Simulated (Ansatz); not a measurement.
# singlet CH2F3Si+ at 6 levels

Wanted: a comparison of 6 runs (HF/STO-3G, HF/def2-SVP, BHLYP/def2-SVP, wB97M-V/def2-SVP, RPA@PBE0/def2-SVP, CCSD(T)/def2-SVP) of singlet CH2F3Si+. 

Program for the calculation: Ansatz 0.2.0.

64 further runs of the same task are left out: 64 set aside as unsound or not needed.

### Step 1. The molecule

CH2F3Si+ has 7 atoms, charge +1, and is taken as a singlet. SMILES of the parent species: `[CH2][Si](F)(F)F`. Geometry: relaxed at PBE0-D4/def2-TZVP. That shape belongs to the parent species and isn't relaxed for this state.

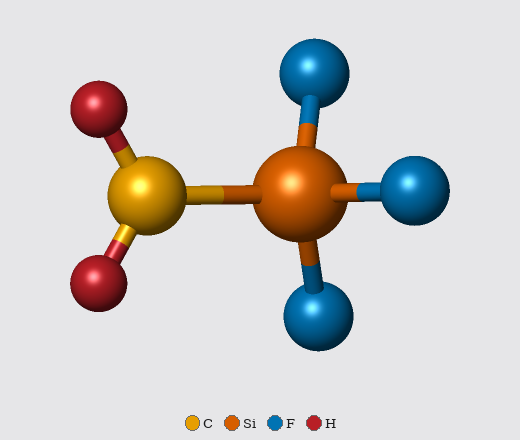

Viewed from a chosen angle; carbon amber, silicon orange, fluorine blue, hydrogen red.

### Step 2. The energy at HF/STO-3G (run 1)

File job.yaml:

```yaml
crystal:
  periodic: [false, false, false]
  atoms:
    - {symbol: C, position_ang: [-0.691800, 0.401700, 0.763500]}
    - {symbol: Si, position_ang: [0.442900, -0.260900, -0.483500]}
    - {symbol: F, position_ang: [0.009400, 0.178500, -1.934200]}
    - {symbol: F, position_ang: [0.495400, -1.838000, -0.481100]}
    - {symbol: F, position_ang: [1.916900, 0.241300, -0.236600]}
    - {symbol: H, position_ang: [-1.731100, 0.616200, 0.542200]}
    - {symbol: H, position_ang: [-0.380400, 0.593100, 1.784100]}
basis:
  gaussian: {orbitals: STO-3G}
output: {orbitals: {seedname: orbitals}}
accuracy: high
total_charge: 1
hamiltonian: {xc: hf}
```

Launch:

```sh
$ ansatz run job.yaml --threads 1 --pin off --max-ram 3480MiB --events-out events.jsonl --progress --plain --runs-dir runs
```

What it wrote:

```text
Warning: RAYON_NUM_THREADS=1 ignored (pool sized by the plan → 1); use --threads N
Functional definition: HF
  name "HF"
  exchange = exact_x
  correlation = 0
655 factors; integrals over basis functions are off by at most 1.2e-8 eV
mean field evaluation 1: about -16809.7453 eV, gradient 4.0e1 eV
mean field evaluation 2: about -16809.8142 eV, gradient 4.0e1 eV
mean field evaluation 4: about -16816.9551 eV, gradient 2.6e0 eV
mean field evaluation 8: about -16817.0066 eV, gradient 5.3e-2 eV
mean field -16817.00665745 eV, -618.0135956849 hartree, gradient 1.6e-8 eV, S^2 0.000000; 0 other end points of the search recorded, 0 dependent functions left out
reference -16817.00665745 eV, -618.0135956849 hartree; 24, 24 occupied and 7, 7 virtual orbitals, 655 factors
Total energy: -16817.00665745 eV, -618.0135956849 hartree
```

It took 0.24 s on 1 thread of Arm Neoverse V2, shared host.

### Step 3. A single-point energy at HF/def2-SVP (run 2)

File job.yaml:

```yaml
crystal:
  periodic: [false, false, false]
  atoms:
    - symbol: C
      position_ang: [-0.691800, 0.401700, 0.763500]
    - symbol: Si
      position_ang: [0.442900, -0.260900, -0.483500]
    - symbol: F
      position_ang: [0.009400, 0.178500, -1.934200]
    - symbol: F
      position_ang: [0.495400, -1.838000, -0.481100]
    - symbol: F
      position_ang: [1.916900, 0.241300, -0.236600]
    - symbol: H
      position_ang: [-1.731100, 0.616200, 0.542200]
    - symbol: H
      position_ang: [-0.380400, 0.593100, 1.784100]
basis:
  gaussian: {orbitals: def2-SVP}
total_charge: 1
hamiltonian: {xc: hf}
accuracy: high
output: {orbitals: {seedname: orbitals}}
```

Launch:

```sh
$ ansatz run job.yaml --threads 1 --pin off --max-ram 3480MiB --events-out events.jsonl --progress --plain --runs-dir runs
```

What it wrote:

```text
Warning: RAYON_NUM_THREADS=1 ignored (pool sized by the plan → 1); use --threads N
[... 4 set-up lines as earlier in the session ...]
1745 factors; integrals over basis functions are off by at most 4.0e-9 eV
mean field evaluation 1: about -17019.1113 eV, gradient 6.3e1 eV
mean field evaluation 2: about -17019.1843 eV, gradient 6.3e1 eV
mean field evaluation 4: about -17026.1844 eV, gradient 2.7e0 eV
mean field evaluation 8: about -17026.2346 eV, gradient 1.8e-1 eV
mean field evaluation 16: about -17026.2348 eV, gradient 2.2e-8 eV
mean field -17026.23478998 eV, -625.7025877354 hartree, gradient 2.2e-8 eV, S^2 0.000000; 0 other end points of the search recorded, 0 dependent functions left out
reference -17026.23478998 eV, -625.7025877354 hartree; 24, 24 occupied and 60, 60 virtual orbitals, 1745 factors
Total energy: -17026.23478998 eV, -625.7025877354 hartree
```

Run time: 1.6 s. Hardware: 1 thread of Arm Neoverse V2, shared host; peak memory 0.21 GiB.

Runs 3 to 5 aren't shown in full; the table further down has their settings and results.

### Step 4. A single-point energy at CCSD(T)/def2-SVP (run 6)

File molecule.yaml:

```yaml
crystal:
  periodic: [false, false, false]
  atoms:
    - symbol: C
      position_ang: [-0.691800, 0.401700, 0.763500]
    - symbol: Si
      position_ang: [0.442900, -0.260900, -0.483500]
    - symbol: F
      position_ang: [0.009400, 0.178500, -1.934200]
    - symbol: F
      position_ang: [0.495400, -1.838000, -0.481100]
    - symbol: F
      position_ang: [1.916900, 0.241300, -0.236600]
    - symbol: H
      position_ang: [-1.731100, 0.616200, 0.542200]
    - symbol: H
      position_ang: [-0.380400, 0.593100, 1.784100]
basis:
  gaussian: {orbitals: def2-SVP}
total_charge: 1
correlation: {method: ccsd_t, frozen_orbitals: {C: 1, F: 1, H: 0, Si: 5}}
accuracy: high
scf: {omitted_lower_state_checks: [cluster_reference, increment]}
```

Launch:

```sh
$ ansatz run molecule.yaml --threads 1 --pin off --max-ram 3480MiB --events-out events.jsonl --progress --plain --runs-dir runs
```

What it wrote (excerpt; [...] marks lines left out):

```text
Warning: RAYON_NUM_THREADS=1 ignored (pool sized by the plan → 1); use --threads N
[... 2 set-up lines as earlier in the session ...]
[...]
1745 factors; integrals over basis functions are off by at most 4.0e-9 eV
[...]
mean field -17026.23478998 eV, -625.7025877354 hartree, gradient 2.2e-8 eV, S^2 0.000000; 0 other end points of the search recorded, 0 dependent functions left out
9 core orbitals not correlated: weight in the atoms' cores, before any rotation towards them, 1.000 or more for the frozen orbitals, at most 0.000 for the correlated occupied ones
reference -17026.23478998 eV, -625.7025877354 hartree; 15, 15 occupied and 60, 60 virtual orbitals, 1745 factors
second order -20.14533487 eV of doubles, -0.00000000 eV of singles
cycle   1  -20.27616861 eV  change   -1.3e-1 eV  update   1.1e-1
[...]
cycle  27  -20.85364405 eV  change   9.1e-11 eV  update   2.1e-9
perturbative correction -0.35737140 eV, -0.0131331567 hartree
Total energy: -17047.44580543 eV, -626.4820781758 hartree
Checks for a lower state left out: cluster_reference, increment
```

Wall time 20 s (1 thread of Arm Neoverse V2, shared host); peak memory 0.46 GiB.

### Step 5. All runs side by side

```
run              level  frozen core orbitals  energy (Eh)  HOMO energy (eV)  LUMO energy (eV)  HOMO–LUMO gap (eV)  wall time
  1          HF/STO-3G                     –  -618.013596            -17.68             -6.29               11.40     0.24 s
  2        HF/def2-SVP                     –  -625.702588            -23.07             -8.92               14.14      1.6 s
  3     BHLYP/def2-SVP                     –  -627.583976            -19.51            -12.23                7.28      6.6 s
  4   wB97M-V/def2-SVP                     –  -627.602700            -19.90            -11.11                8.79       65 s
  5  RPA@PBE0/def2-SVP                     9  -626.703744                 –                 –                   –       11 s
  6   CCSD(T)/def2-SVP                     9  -626.482078                 –                 –                   –       20 s
```

### Step 6. Outcome

| quantity | value |
| --- | --- |
| run 6: total energy | -626.48208 Eh |
| run 6: correlation energy (9 core orbitals frozen) | -779.5 mEh |
| run 6: (T) correction | -13.13 mEh |
| run 6: T1 diagnostic | 0.015 |

What this shows: Over runs 1, 2, 3, 4 the HOMO–LUMO gap runs from 7.28 eV (BHLYP/def2-SVP) to 14.14 eV (HF/def2-SVP). Exact exchange widens orbital gaps. Totals of different functionals can't be ranked against each other. In run 1 the basis is minimal, so the values are rough. All runs together took 1.7 min, the longest 65 s.
